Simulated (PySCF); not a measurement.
# C5H13FSi: magnetic properties

Wanted: magnetic properties for C5H13FSi (`CCC(C)(C)[SiH2]F`).

Programs: PySCF 2.14.0, with routines of our own; each step states its level. All values are computed. Atoms count from 0.

## 1. The starting structure

20 atoms, charge 0, multiplicity 1; geometry from: GFN2-xTB.

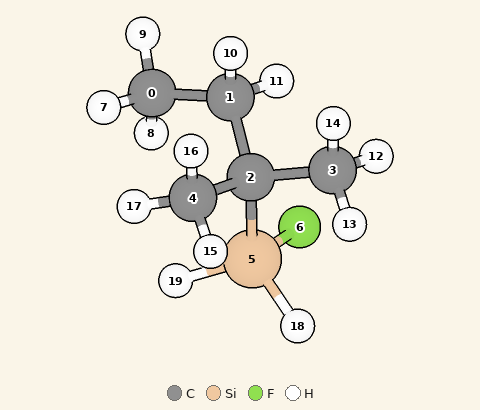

The starting geometry (carbon grey, silicon light orange, fluorine green, hydrogen white).

## 2. Magnetic properties: GIAO BHandHLYP/pcSseg-1

Job settings and geometry (Å):

```
{"job": {"kind": "mag", "xc": "BHandHLYP", "basis": "pcSseg-1", "isotopologues": 2}, "charge": 0, "multiplicity": 1}
C     -1.657204    -1.383366    -0.078567
C     -1.159422     0.007907    -0.450711
C      0.249375     0.362623     0.056706
C      0.584067     1.764586    -0.472670
C      0.264918     0.418283     1.586563
Si     1.574556    -0.869531    -0.567501
F      1.316462    -1.124033    -2.140802
H     -1.688781    -1.518538     0.999610
H     -1.017634    -2.150805    -0.508928
H     -2.664297    -1.528011    -0.464929
H     -1.863707     0.749836    -0.059862
H     -1.165626     0.095850    -1.540096
H      0.600014     1.775075    -1.560644
H      1.555740     2.096557    -0.112717
H     -0.163216     2.484322    -0.138703
H      1.232055     0.766152     1.944118
H     -0.498705     1.106026     1.948922
H      0.081148    -0.559415     2.024167
H      2.910336    -0.292203    -0.506712
H      1.504770    -2.190636     0.039720
```

With the program's defaults for keys left out, this is: GIAO BHandHLYP/pcSseg-1 magnetisability, rotational g tensor and spin-rotation constants, non-relativistic, gas phase.

The run is started by

```
> OMP_NUM_THREADS=1 python excited_run.py task.json out
```

This one command runs all jobs of the session in turn.

Output:

```text
coarse grid: 16200 points
cycle   1  E = -587.4320167831  dE =  5.878e-01  |g| = 5.905e-01  |ddm| = 3.681e+00
cycle   2  E = -587.4416127236  dE = -9.596e-03  |g| = 6.305e-01  |ddm| = 9.041e-01
cycle   3  E = -587.5025700110  dE = -6.096e-02  |g| = 5.028e-02  |ddm| = 4.712e-01
cycle   4  E = -587.5029116487  dE = -3.416e-04  |g| = 2.692e-02  |ddm| = 5.821e-02
cycle   5  E = -587.5030794701  dE = -1.678e-04  |g| = 3.837e-03  |ddm| = 2.426e-02
cycle   6  E = -587.5030825935  dE = -3.123e-06  |g| = 1.114e-03  |ddm| = 4.906e-03
final grid: 149408 points
cycle   7  E = -587.5408719496  dE = -2.508e-05  |g| = 4.264e-03  |ddm| = 1.824e-02
cycle   8  E = -587.5408725460  dE = -5.964e-07  |g| = 4.031e-03  |ddm| = 7.682e-03
cycle   9  E = -587.5408766410  dE = -4.095e-06  |g| = 3.434e-04  |ddm| = 3.793e-03
cycle  10  E = -587.5408766616  dE = -2.062e-08  |g| = 1.425e-04  |ddm| = 3.611e-04
cycle  11  E = -587.5408766656  dE = -3.964e-09  |g| = 2.991e-05  |ddm| = 1.296e-04
cycle  12  E = -587.5408766657  dE = -1.604e-10  |g| = 8.484e-06  |ddm| = 3.214e-05
converged SCF energy = -587.5408766657

Magnetisability tensor (1e-30 J/T^2)
    -1369.78      -33.89      -14.68
      -33.89    -1421.89        3.72
      -14.68        3.72    -1441.61
isotropic -1411.09   principal values   -1445.43  -1437.18  -1350.67
isotropic susceptibility -84.978 1e-6 cm^3/mol

Inertial axes            a          b          c
rot. const./GHz      2.3220     1.7465     1.4031
chi total           -82.640    -86.557    -85.738
chi diamagnetic    -679.429   -808.820   -990.789
chi paramagnetic    596.789    722.264    905.052
quadrupole/D A       -3.051      1.404      1.647
g nuclear            0.6378     0.5837     0.5888
g electronic        -0.6510    -0.5926    -0.5966
g total             -0.0132    -0.0089    -0.0078

Spin-rotation constants (kHz, H = +C I.J)
atom  isotope        aa         bb         cc
  6    19F        0.570      0.657      0.620
  7     1H       -0.149     -0.191     -0.036
  8     1H       -0.006     -0.162     -0.149
  9     1H       -0.213     -0.053     -0.107
 10     1H        0.028     -0.194     -0.143
 11     1H       -0.150     -0.185     -0.020
 12     1H       -0.148     -0.182     -0.038
 13     1H       -0.245     -0.012     -0.126
 14     1H        0.009     -0.200     -0.133
 15     1H       -0.234     -0.015     -0.142
 16     1H        0.016     -0.211     -0.139
 17     1H       -0.240     -0.099     -0.057
 18     1H       -0.142      0.034     -0.132
 19     1H       -0.212     -0.071      0.001
  0    13C*       0.319      0.233      0.189
  1    13C*       0.411      0.271      0.253
  2    13C*       0.359      0.256      0.225
  3    13C*       0.414      0.252      0.218
  5   29Si*      -1.408     -1.139     -0.895
* in the singly substituted isotopologue

Isotopologues: g along a, b, c
2H    at 7,8,9,10,11,12    -0.0107    -0.0076    -0.0067
13C   at 0                 -0.0131    -0.0088    -0.0077
```

Wall time 28 s (1 thread of Arm Neoverse V2, shared host); peak memory 0.95 GiB.

From this job:

```csv
quantity,value
magnetisability,-1411·10⁻³⁰ J/T²
molar susceptibility,-85.0·10⁻⁶ cm³/mol
"rotational g (a, b, c)","-0.0132, -0.0089, -0.0078"
```

## 3. Magnetic properties: GIAO B97-2/pcSseg-0

The job, as its differences from that of step 2:

```diff
@@ -1,4 +1,4 @@
-{"job": {"kind": "mag", "xc": "BHandHLYP", "basis": "pcSseg-1", "isotopologues": 2}, "charge": 0, "multiplicity": 1}
+{"job": {"kind": "mag", "xc": "B97-2", "basis": "pcSseg-0", "scf": {"guess": "1e", "max_cycle": 97}}, "charge": 0, "multiplicity": 1}
 C     -1.657204    -1.383366    -0.078567
-C     -1.159422     0.007907    -0.450711
+C     -1.010087     0.425289    -0.562354
 C      0.249375     0.362623     0.056706
```

Method: GIAO B97-2/pcSseg-0 magnetisability, rotational g tensor and spin-rotation constants, non-relativistic, gas phase.

Output:

```text
final grid: 149408 points
cycle   1  E = -392.6778338943  dE =  1.212e+02  |g| = 9.577e+00  |ddm| = 1.386e+02
cycle   2  E = -448.2081977626  dE = -5.553e+01  |g| = 8.362e+00  |ddm| = 1.402e+02
cycle   3  E = -537.6876105291  dE = -8.948e+01  |g| = 9.067e+00  |ddm| = 9.361e+01
cycle   4  E = -579.8349431490  dE = -4.215e+01  |g| = 4.730e+00  |ddm| = 1.026e+02
cycle   5  E = -585.5248665330  dE = -5.690e+00  |g| = 1.946e+00  |ddm| = 7.923e+00
cycle   6  E = -586.4622868747  dE = -9.374e-01  |g| = 5.135e-01  |ddm| = 3.662e+00
cycle   7  E = -586.5137743170  dE = -5.149e-02  |g| = 2.868e-01  |ddm| = 9.683e-01
cycle   8  E = -586.5295622045  dE = -1.579e-02  |g| = 1.651e-01  |ddm| = 4.813e-01
cycle   9  E = -586.5352045616  dE = -5.642e-03  |g| = 5.363e-02  |ddm| = 1.669e-01
cycle  10  E = -586.5358929947  dE = -6.884e-04  |g| = 1.124e-02  |ddm| = 9.325e-02
cycle  11  E = -586.5359198571  dE = -2.686e-05  |g| = 3.126e-03  |ddm| = 2.171e-02
cycle  12  E = -586.5359224876  dE = -2.631e-06  |g| = 1.040e-03  |ddm| = 6.624e-03
cycle  13  E = -586.5359227129  dE = -2.253e-07  |g| = 1.572e-04  |ddm| = 1.541e-03
cycle  14  E = -586.5359227203  dE = -7.428e-09  |g| = 2.262e-05  |ddm| = 3.594e-04
cycle  15  E = -586.5359227205  dE = -1.321e-10  |g| = 1.163e-05  |ddm| = 5.993e-05
converged SCF energy = -586.5359227205

Magnetisability tensor (1e-30 J/T^2)
    -1429.58      -60.22      -26.39
      -60.22    -1456.05        8.59
      -26.39        8.59    -1438.88
isotropic -1441.50   principal values   -1506.04  -1447.35  -1371.12
isotropic susceptibility -86.809 1e-6 cm^3/mol

Inertial axes            a          b          c
rot. const./GHz      2.3277     1.7146     1.4263
chi total           -82.949    -90.687    -86.792
chi diamagnetic    -680.521   -818.669   -979.880
chi paramagnetic    597.572    727.982    893.089
quadrupole/D A       -2.221     -0.061      2.282
g nuclear            0.6392     0.5811     0.5905
g electronic        -0.6535    -0.5864    -0.5984
g total             -0.0142    -0.0053    -0.0079

Spin-rotation constants (kHz, H = +C I.J)
atom  isotope        aa         bb         cc
  6    19F       -0.147      0.226      0.369
  7     1H       -0.155     -0.211     -0.034
  8     1H        0.023     -0.190     -0.173
  9     1H       -0.242     -0.072     -0.105
 10     1H        0.067     -0.222     -0.185
 11     1H       -0.144     -0.157     -0.100
 12     1H       -0.167     -0.205     -0.038
 13     1H       -0.254     -0.028     -0.131
 14     1H        0.017     -0.219     -0.155
 15     1H       -0.267     -0.030     -0.154
 16     1H        0.014     -0.230     -0.155
 17     1H       -0.269     -0.105     -0.075
 18     1H       -0.177      0.029     -0.141
 19     1H       -0.224     -0.074     -0.021
  0    13C*       0.443      0.229      0.244
  1    13C*       0.385      0.232      0.191
  2    13C*       0.229      0.200      0.227
  3    13C*       0.421      0.226      0.234
  5   29Si*      -1.374     -1.129     -0.904
* in the singly substituted isotopologue
```

Wall time 13 s (1 thread of Arm Neoverse V2, shared host); peak memory 0.58 GiB.

It converged, yet the result is unsound: one atom of the first bond was moved so that the bond is 1.3 times as long.

## 4. What came out

```
                                                quantity                               value
       magnetisability (step 2, GIAO BHandHLYP/pcSseg-1)                    -1411·10⁻³⁰ J/T²
  molar susceptibility (step 2, GIAO BHandHLYP/pcSseg-1)                  -85.0·10⁻⁶ cm³/mol
rotational g (a, b, c) (step 2, GIAO BHandHLYP/pcSseg-1)           -0.0132, -0.0089, -0.0078
                                                    runs  0 failed, 1 ended on unsound input
```

What this shows: The values above hold for this geometry and these levels alone. Vibrational averaging and real surroundings are missing from these values.
